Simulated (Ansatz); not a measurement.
# What RbSbS3 (model cell, started as cubic perovskite with Sb in the octahedra) distorts into, part 2 of 3

Which phase does RbSbS3 (model cell, started as cubic perovskite with Sb in the octahedra) fall into along its unstable mode, and how much energy does it gain?

Ansatz 0.2.0; DFT PBEsol, scalar-relativistic, plane waves, PAW; PAW set soft_1.

So far, highest frequency on the path or at a solved wavevector (cm⁻¹): step 2 (phonons on a q mesh) 270. Also lowest frequency on the path (cm⁻¹): step 2 -126.

The structure was built from a prototype and need not be the compound's stable phase.

### 5. Energy along the mode, all amplitudes (two of the runs are shown above)

An imaginary frequency means negative curvature, so the energy should fall and then rise again as anharmonic terms take over.

Numbers from this step:

- depth at the lowest point sampled: 11.39 meV/atom
- largest atomic shift at that point: 0.45 Å

Energy from the parent against largest atomic shift:

```
largest atomic shift (Å)  energy from the parent (meV/atom)
                   0.000                                  0
                   0.040                             -0.326
                   0.080                              -1.24
                   0.140                              -3.30
                   0.220                              -6.43
                   0.320                              -9.68
                   0.450                              -11.4
                   0.600                              -2.81
```

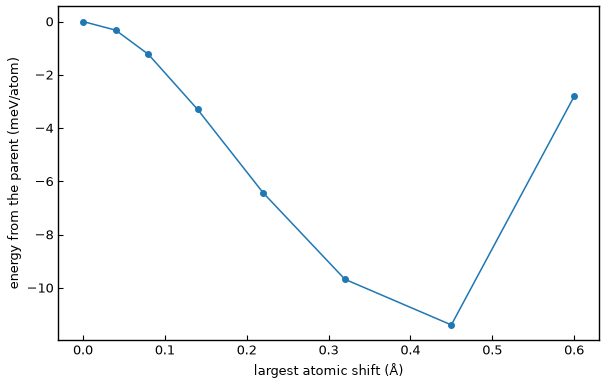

Energy from the parent against largest atomic shift.

Displacement at unit largest shift by atom:

```csv
atom,x (Å),y (Å),z (Å),size
Rb1,0.000,0.045,0.045,0.064
Rb2,0.000,-0.045,-0.045,0.064
Sb3,0.000,-0.081,-0.081,0.115
Sb4,0.000,0.081,0.081,0.115
S5,0.000,0.000,0.000,0.000
S6,0.000,0.000,0.000,0.000
S7,0.000,0.000,0.000,0.000
S8,0.000,0.000,0.000,0.000
S9,0.000,0.707,0.707,1.000
S10,0.000,-0.707,-0.707,1.000
```

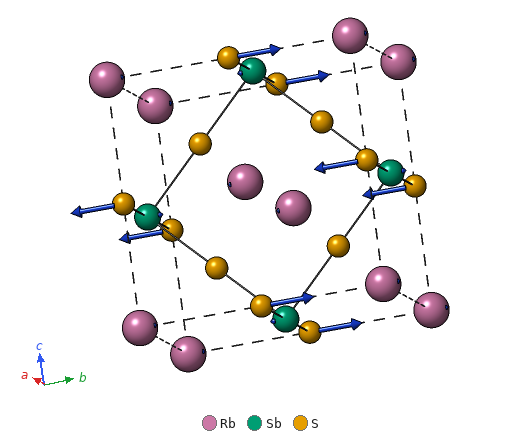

Displacement at unit largest shift as arrows, the longest 1.000 Å. Some periodic images of atoms are drawn too.

The lowest of the steps tried is at 0.45 Å, 11.4 meV/atom below the parent; the bottom of the well need not coincide with a step.

### 6. Relaxing from the distorted cell

Starting from the lowest point found, all atoms and the cell are let go, so that strain and other modes of the same symmetry can join in.

The input, input.yaml:

```yaml
crystal:
  lattice:
    - [-5.0714313962, 0.0, 0.0]
    - [0.0, -5.0714313962, -5.0714313962]
    - [0.0, -5.0714313962, 5.0714313962]
  atoms:
    - { symbol: Rb, position: [0.0, 0.495985367, 0.5] }
    - { symbol: Rb, position: [0.0, 1.004014633, 1.0] }
    - { symbol: Sb, position: [0.5, 0.0072064488, 0.5] }
    - { symbol: Sb, position: [0.5, 0.4927935512, 0.0] }
    - { symbol: S, position: [0.5, 0.75, 0.75] }
    - { symbol: S, position: [0.5, 0.25, 0.25] }
    - { symbol: S, position: [0.5, 0.75, 0.25] }
    - { symbol: S, position: [0.5, 0.25, 0.75] }
    - { symbol: S, position: [1.0, -0.0627432428, 0.5] }
    - { symbol: S, position: [1.0, 0.5627432428, 0.0] }
kpoints:
  mp_grid: { grid: [8, 6, 6] }
hamiltonian:
  xc: pbesol
  pseudopotentials: { kind: paw, azcp: { folder: soft_1 }, xc_functional: pbe }
scf:
  occupations: { method: methfessel_paxton, width: 0.2 }
output:
  forces: true
  stress: true
  eigenvalues: true
relax:
  adjacent_minimum: "off"
  f_tol: 0.002
  max_steps: 120
  cell: { stress_tol: 0.03 }
```

Command:

```console
$ ansatz run input.yaml --threads 8 --pin off --max-ram 16384MiB --backend cpu --events-out ev --progress --plain --runs-dir out
```

Numbers of over 12 decimals in the logs are rounded to 6 here.

Log:

```text
[...]
Crystal: 10 atoms, lattice volume = 260.869 Å³
Basis set: ecut = 420 eV, 5061 PW (Γ), exchange–correlation on 72×96×96 points (8 copies of the dense FFT grid, shifted against one another)
Bands: 52, of which v1, the nominal top of the filled ones, is band 42 counted from 1 (41 counted from 0)
Symmetry: 8 space group operations
[...]
k-points: 80 of 288
[...]
SCF iter   1: F=—  HF=-24565.820436 eV  |F-HF|=—  |Δ(HF+E_count)|=         —  Δρ=3.32e-2  dr2=7.72e0  ethr=3.10e-3  ⟨swp⟩=11.1  Hψ=21673  notcnv=0
[...]
SCF iter  11: F=-24562.758597 eV  HF=-24562.758597 eV  |F-HF|=1.52e-9  |Δ(HF+E_count)|=   6.53e-8  S|Δr|=    0.00e0  Δρ=1.33e-6  dr2=1.30e-8  ethr=1.19e-10  ⟨swp⟩=18.6  Hψ=25170  notcnv=0
SCF 1 converged in 11 iterations: F = -24562.758597 eV  dr2 = 1.30e-8
[...]
relax step   1: F+E_penalty+E_count = -24562.75859729 eV  Δ(F+E_penalty+E_count) = +0.000e0 eV  max|allowed force component| = 1.796e-1 eV/Å  Δτ_max = 0.0000 Å  P = -0.170 GPa  Ω = 260.869 Å³  (11 SCF iters, dr2 threshold 1.00e-7 eV, accepted)
Crystal: 10 atoms, lattice volume = 258.113 Å³
Basis set: ecut = 420 eV, 5035 PW (Γ), exchange–correlation on 72×96×96 points (8 copies of the dense FFT grid, shifted against one another)
[...]
SCF iter   8: F=-24562.871589 eV  HF=-24562.871589 eV  |F-HF|=4.59e-8  |Δ(HF+E_count)|=   7.53e-7  S|Δr|=    0.00e0  Δρ=1.14e-5  dr2=8.33e-7  ethr=1.19e-9  ⟨swp⟩=12.7  Hψ=22538  notcnv=0
SCF 2 converged in 8 iterations: F = -24562.871589 eV  dr2 = 8.33e-7
relax step   2: F+E_penalty+E_count = -24562.87158904 eV  Δ(F+E_penalty+E_count) = -1.130e-1 eV  max|allowed force component| = 6.926e-2 eV/Å  Δτ_max = 0.0873 Å  P = +0.093 GPa  Ω = 258.113 Å³  energy of the carried Pulay correction = +2.732e-4 eV  (8 SCF iters, dr2 threshold 1.00e-6 eV, accepted)
Crystal: 10 atoms, lattice volume = 256.172 Å³
Basis set: ecut = 420 eV, 4979 PW (Γ), exchange–correlation on 72×96×96 points (8 copies of the dense FFT grid, shifted against one another)
[...]
SCF iter   9: F=-24562.879723 eV  HF=-24562.879723 eV  |F-HF|=1.35e-8  |Δ(HF+E_count)|=   3.60e-7  S|Δr|=    0.00e0  Δρ=4.86e-6  dr2=1.66e-7  ethr=7.60e-10  ⟨swp⟩=12.2  Hψ=22191  notcnv=0
SCF 3 converged in 9 iterations: F = -24562.879723 eV  dr2 = 1.66e-7
relax step   3: F+E_penalty+E_count = -24562.87972329 eV  Δ(F+E_penalty+E_count) = -8.134e-3 eV  max|allowed force component| = 1.276e-1 eV/Å  Δτ_max = 0.1782 Å  P = +0.211 GPa  Ω = 256.172 Å³  energy of the carried Pulay correction = +4.675e-4 eV  (9 SCF iters, dr2 threshold 6.38e-7 eV, accepted)
[...]
relax step   4: F+E_penalty+E_count = -24562.89527092 eV  Δ(F+E_penalty+E_count) = -1.555e-2 eV  max|allowed force component| = 1.249e-2 eV/Å  Δτ_max = 0.0836 Å  P = -0.061 GPa  Ω = 258.167 Å³  energy of the carried Pulay correction = +2.679e-4 eV  (7 SCF iters, dr2 threshold 1.00e-6 eV, accepted)
[...]
relax step   5: F+E_penalty+E_count = -24562.89550532 eV  Δ(F+E_penalty+E_count) = -2.344e-4 eV  max|allowed force component| = 1.839e-3 eV/Å  Δτ_max = 0.0049 Å  P = -0.001 GPa  Ω = 257.821 Å³  energy of the carried Pulay correction = +3.024e-4 eV  (5 SCF iters, dr2 threshold 2.33e-8 eV, accepted)
Basis set: ecut = 420 eV, 5023 PW (Γ), exchange–correlation on 72×100×96 points (8 copies of the dense FFT grid, shifted against one another)
[...]
SCF iter   5: F=-24562.895351 eV  HF=-24562.895351 eV  |F-HF|=7.28e-12  |Δ(HF+E_count)|=  3.64e-11  S|Δr|=    0.00e0  Δρ=4.51e-8  dr2=4.43e-12  ethr=1.00e-12  ⟨swp⟩=10.8  Hψ=22113  notcnv=0
SCF 6 converged in 5 iterations: F = -24562.895351 eV  dr2 = 4.43e-12
relax step   6: F+E_penalty+E_count = -24562.89535102 eV  Δ(F+E_penalty+E_count) = +1.543e-4 eV  max|allowed force component| = 1.843e-3 eV/Å  Δτ_max = 0.0000 Å  P = +0.000 GPa  Ω = 257.821 Å³  stress off target by 7.50e-3 GPa  SCF on the basis re-selected at this cell (its energy is not comparable with the rows above)  (5 SCF iters)
basis re-selected at this cell: Δ(F+E_penalty+E_count) = +1.543e-4 eV, ΔP = +0.001 GPa vs the last step (what re-selecting the basis moved, of the pressure what is left beyond the Pulay correction that the steps carried, after the strain that the cell walked since its last selection, with what the two solves' SCF thresholds leave and, on support functions, any second-order correction that the steps lacked; it is no measure of the basis error at this ecutwfc). The dense FFT grid was sized anew with the basis: this SCF ran on 36×50×48 points, the steps before it on 36×48×48, so part of this shift can come from that change (see relax.cell in the input reference). [rest of the remark cut]
SCF converged after 5 iterations
[...]
Free energy (F): -24562.895351 eV
[...]
Internal energy: -24562.896014 eV  (E = F + TS)
E sigma→0 (E₀):  -24562.895517 eV
Entropy (-TS):   0.000663 eV (0.066 meV/atom)
Fermi energy:    5.704004 eV
[...]
--- Forces (eV/Å), atoms counted from 1 ---
  atom   1  Rb     0.00000000    -0.00041505    -0.00041505
  atom   2  Rb    -0.00000000     0.00041505     0.00041505
  atom   3  Sb    -0.00000000    -0.00184348    -0.00184348
  atom   4  Sb     0.00000000     0.00184348     0.00184348
  atom   5  S     -0.00000000     0.00000000     0.00000000
  atom   6  S     -0.00000000     0.00000000     0.00000000
  atom   7  S     -0.00000000     0.00000000     0.00000000
  atom   8  S     -0.00000000     0.00000000     0.00000000
  atom   9  S     -0.00000000     0.00031651     0.00031651
  atom  10  S      0.00000000    -0.00031651    -0.00031651
  max |Σ_I F_I| component: 1.10e-29 eV/Å
--- Stress (GPa, compression-positive) ---
       -0.000935       0.000000      -0.000000
        0.000000       0.000851       0.006647
       -0.000000       0.006647       0.000851
  P = ⅓ Tr σ = 0.0003 GPa (0.003 kbar)
--- Band table (eV; the first three rows and the last of 80) ---
  k-point 0: bands = [... 38 lower, 4.8554, 5.0267, 5.3535, 5.4213, 5.9110, 7.1480, 7.4135, 7.7060, ... 6 higher]
  k-point 1: bands = [... 38 lower, 4.8299, 4.8946, 5.2850, 5.3768, 5.7482, 6.6536, 7.6987, 8.6288, ... 6 higher]
  k-point 2: bands = [... 38 lower, 4.6300, 5.0245, 5.0962, 5.3812, 5.5158, 6.0182, 8.7808, 9.7144, ... 6 higher]
  k-point 79: bands = [... 38 lower, 4.6409, 4.6409, 5.8215, 5.8215, 6.7645, 6.7645, 8.2191, 8.2191, ... 6 higher]
--- Relaxed structure (5 steps of the walk, 5 accepted, 1 SCFs on fresh bases) ---
  F+E_penalty+E_count = -24562.89535102 eV   max|allowed force component| = 1.843e-3 eV/Å   (the final SCF, on the basis selected at the relaxed cell)
  cell:  # Å, volume = 257.8208 Å³
    - [-4.884393, 0, 0]
    - [0, -5.244137, -5.244137]
    - [0, -5.032727, 5.032727]
  atoms:
    - { symbol: Rb, position: [0, 0.475848, 0.5] }
    - { symbol: Rb, position: [0, 1.024152, 1.000000] }
    - { symbol: Sb, position: [0.5, 0.00728254, 0.5] }
    - { symbol: Sb, position: [0.5, 0.492717, 0.0] }
    - { symbol: S, position: [0.5, 0.750000, 0.75] }
    - { symbol: S, position: [0.5, 0.25, 0.250000] }
    - { symbol: S, position: [0.5, 0.75, 0.25] }
    - { symbol: S, position: [0.5, 0.250000, 0.75] }
    - { symbol: S, position: [1.0, -0.087475, 0.5] }
    - { symbol: S, position: [1.0, 0.587475, 0.0] }
```

It took 47 s on 8 threads of Arm Neoverse V2, shared host; peak memory 1.4 GiB; 6 min of CPU time.

The steps of the relaxation:

```
step  energy less that of the first step (eV)  largest force component (eV/Å)  pressure (GPa)  volume (Å³)
   1                                   0.0000                          0.1796           -0.17       260.87
   2                                  -0.1130                          0.0693            0.09       258.11
   3                                  -0.1211                          0.1276            0.21       256.17
   4                                  -0.1367                          0.0125           -0.06       258.17
   5                                  -0.1369                          0.0018            0.00       257.82
  6*                                  -0.1368                          0.0018            0.00       257.82
```

Relaxation steps marked * repeat the geometry before them on a plane-wave basis chosen anew for their cell, so energy and pressure can jump there.

The run keeps the 8 symmetry operations that it works with, so distortions that break them were not tested.

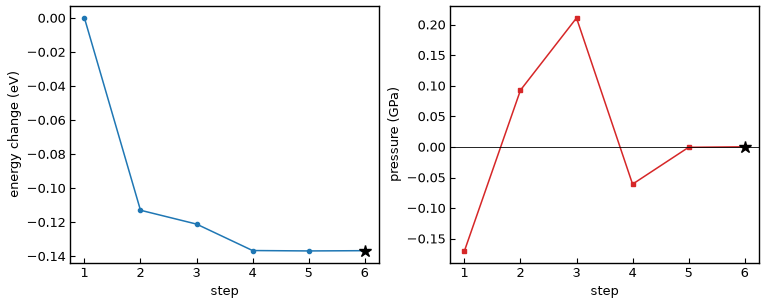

Energy and pressure along the relaxation. Stars mark steps on a basis chosen anew.

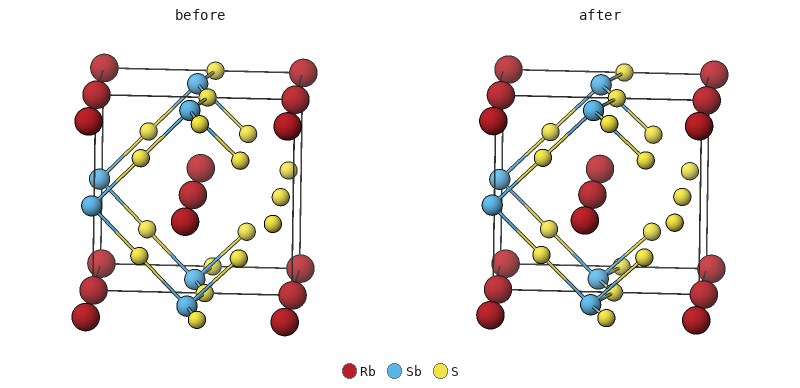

Before and after, at one scale.

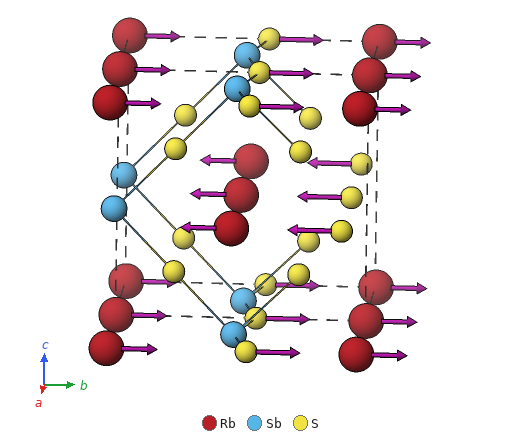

Displacements in the relaxation, exaggerated, measured against the changing cell; the longest in the cell stands for 0.18 Å. 2×1×1 cells are drawn. Some periodic images of atoms are drawn too.

| cell as run | before | after | change |
| --- | --- | --- | --- |
| a (Å) | 5.071 | 4.884 | -3.7 % |
| b (Å) | 7.172 | 7.416 | +3.4 % |
| c (Å) | 7.172 | 7.117 | -0.8 % |
| volume (Å³/atom) | 26.09 | 25.78 | -1.2 % |

The atoms that moved most (Å, as changes of fractional coordinates times the final cell):

| atom | dx | dy | dz | length |
| --- | --- | --- | --- | --- |
| S10 | 0.000 | -0.130 | -0.130 | 0.183 |
| S9 | 0.000 | 0.130 | 0.130 | 0.183 |
| Rb2 | 0.000 | -0.106 | -0.106 | 0.149 |
| Rb1 | 0.000 | 0.106 | 0.106 | 0.149 |

The relaxed structure:

```cif
data_structure
_symmetry_space_group_name_H-M 'P 1'
_symmetry_Int_Tables_number 1
_cell_length_a 4.8844
_cell_length_b 7.4163
_cell_length_c 7.1174
_cell_angle_alpha 90.000
_cell_angle_beta 90.000
_cell_angle_gamma 90.000
_cell_volume 257.82
loop_
_atom_site_label
_atom_site_type_symbol
_atom_site_fract_x
_atom_site_fract_y
_atom_site_fract_z
_atom_site_occupancy
Rb1 Rb 0.00000 0.47585 0.50000 1
Rb2 Rb 0.00000 0.02415 0.00000 1
Sb3 Sb 0.50000 0.00728 0.50000 1
Sb4 Sb 0.50000 0.49272 0.00000 1
S5 S 0.50000 0.75000 0.75000 1
S6 S 0.50000 0.25000 0.25000 1
S7 S 0.50000 0.75000 0.25000 1
S8 S 0.50000 0.25000 0.75000 1
S9 S 0.00000 0.91253 0.50000 1
S10 S 0.00000 0.58747 0.00000 1
```

This step gave:

- pressure: 2.56e-4 GPa
- volume per atom: 25.78 Å³

The distorted start has space group Pmma; the relaxation ends in Pmma.

### 7. The new phase in its own primitive cell

The relaxed structure is symmetrised, reduced to its primitive cell and relaxed tightly, as its phonons need.

input.yaml, the sections that differ from step 6:

```yaml
crystal:
  lattice:
    - [7.1173507704, 0.0, 0.0]
    - [0.0, 4.8843934042, 0.0]
    - [0.0, 0.0, 7.4163290301]
  atoms:
    - { symbol: Rb, position: [0.25, 0.0, 0.2258483547] }
    - { symbol: Rb, position: [0.75, 0.0, 0.7741516453] }
    - { symbol: Sb, position: [0.25, 0.5, 0.7572825414] }
    - { symbol: Sb, position: [0.75, 0.5, 0.2427174586] }
    - { symbol: S, position: [0.0, 0.5, 0.5] }
    - { symbol: S, position: [0.5, 0.5, 0.0] }
    - { symbol: S, position: [0.5, 0.5, 0.5] }
    - { symbol: S, position: [0.0, 0.5, 0.0] }
    - { symbol: S, position: [0.25, 0.0, 0.6625253414] }
    - { symbol: S, position: [0.75, 0.0, 0.3374746586] }
kpoints:
  mp_grid: { grid: [6, 8, 6] }
relax:
  adjacent_minimum: "off"
  f_tol: 0.001
  max_steps: 60
  cell: { stress_tol: 0.01 }
# hamiltonian, scf, output: as in step 6
```

Log:

```text
[...]
Crystal: 10 atoms, lattice volume = 257.821 Å³
Basis set: ecut = 420 eV, 5023 PW (Γ), exchange–correlation on 96×72×100 points (8 copies of the dense FFT grid, shifted against one another)
Bands: 52, of which v1, the nominal top of the filled ones, is band 42 counted from 1 (41 counted from 0)
Symmetry: 8 space group operations
[...]
k-points: 80 of 288
[...]
- { symbol: Rb, position: [0.25, 0.0, 0.225887] }
    - { symbol: Rb, position: [0.750000, 0.0, 0.774113] }
    - { symbol: Sb, position: [0.25, 0.5, 0.757312] }
    - { symbol: Sb, position: [0.750000, 0.5, 0.242688] }
    - { symbol: S, position: [0, 0.5, 0.5] }
    - { symbol: S, position: [0.5, 0.5, 0] }
    - { symbol: S, position: [0.5, 0.5, 0.5] }
    - { symbol: S, position: [0, 0.5, 0] }
    - { symbol: S, position: [0.25, 0.0, 0.662501] }
    - { symbol: S, position: [0.750000, 0.0, 0.337499] }
[key lines of the parts left out:]
SCF converged after 7 iterations
Free energy (F): -24562.895354 eV
Fermi energy:    5.704446 eV
P = ⅓ Tr σ = -0.0000 GPa (-0.000 kbar)
```

It took 24 s on 8 threads; peak memory 1.4 GiB; 3.1 min of CPU time.

Little changed from the start: no atom moved by 0.005 Å and no cell edge by 0.1 %.

Numbers from this step:

* pressure: -4.71e-5 GPa

The largest force component left is 0.87 meV/Å and the pressure is 0.000 GPa, within the tolerances set. The cell now holds 25.78 Å³/atom.

(Continued in part 3 of 3.)

[Logs are printed without paths, hosts, clocks, repeated set-up lines and the standing remarks that a program may print on its own settings, such as how far it seeks lower states.]

[Hosts, paths, dates, database ids (printed as entryN), source tags and the programs' standing remarks are cut or masked in the printed files.]
